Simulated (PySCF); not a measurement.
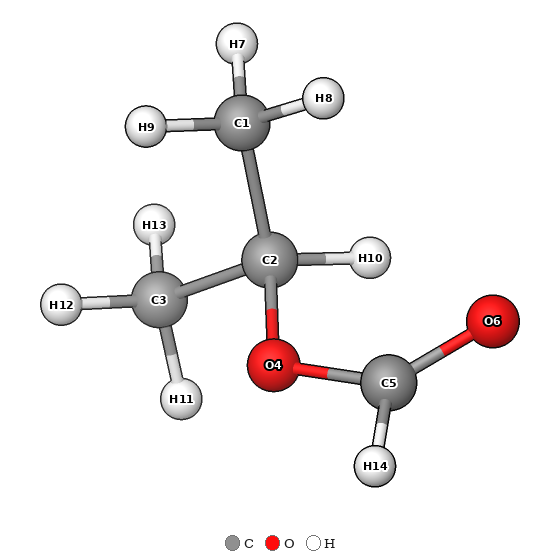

The molecule: C₄H₈O₂ (isopropyl formate), SMILES CC(C)OC=O.

GIAO shifts, PBE0/pcSseg-1 with PySCF 2.14.0, at a GFN2-xTB geometry (no frequency check), against TMS for ¹³C and H₂O for ¹⁷O computed at the same level (¹⁷O: a single water molecule, while the usual scale starts at liquid water and gives values some tens of ppm lower). Gas phase, fully decoupled, line heights follow the number of nuclei, widths are arbitrary (no quadrupolar broadening); values of one conformer, averaged over methyl-type rotors and exact or near symmetry; other conformers aren't averaged in.

How many ¹³C lines appear, and where?

Answer. 3 signals.


```csv
δ (ppm),nuclei,atoms
165.3,1,C5
69.6,1,C2
23.5,2,"C1, C3"
```

Which ¹⁷O signals does it give?

Answer. 2 signals.


```tsv
δ (ppm)	nuclei	atoms
440.1	1	O6
244.6	1	O4
```

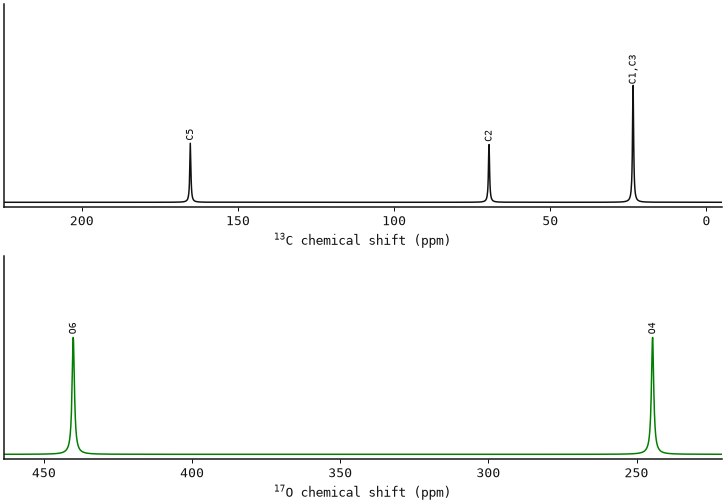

Note: the tight-binding geometry is rougher than a DFT one and adds to the error.
